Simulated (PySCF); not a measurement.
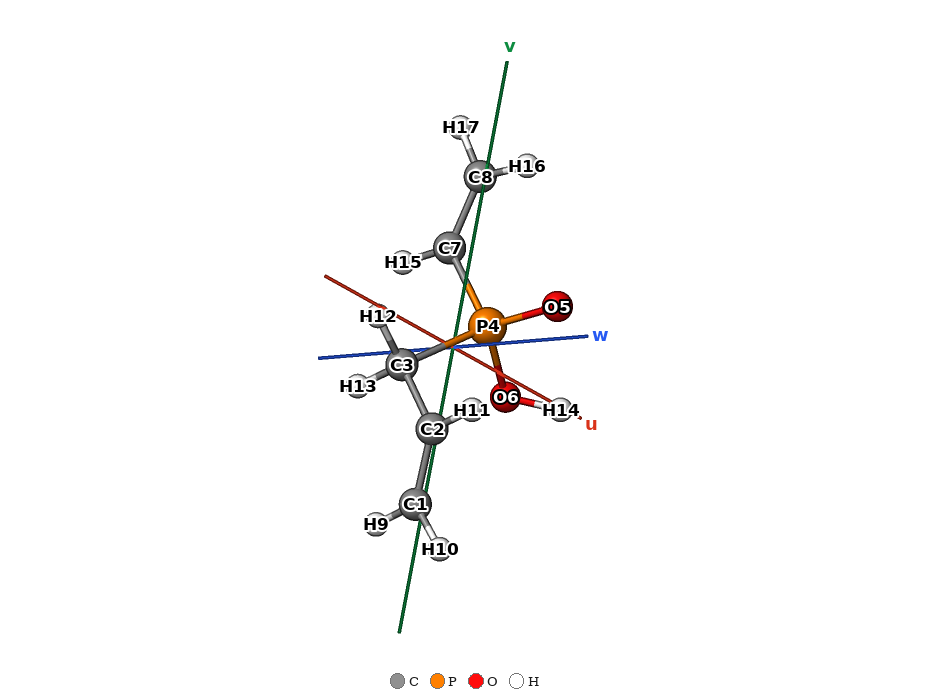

The lines u, v and w are the principal axes of the static dipole polarisability. Computed geometry: GFN2-xTB optimisation. No frequency run is at hand to confirm it as a minimum. Level of theory: PBE0/def2-SVPD (PySCF 2.14.0).

Along which axis is the molecule most polarisable, and along which least?

Most along v (close to the long direction C1···C8), least along u.

Give the three principal values.

u 71.3, v 122.7, w 77.5 bohr³; mean 90.5, anisotropy 48.6 bohr³.

The geometry is semi-empirical. Around P such bond lengths and angles can be off by a tenth of an ångström or more and by several degrees, and values that hang on the shape move with them.
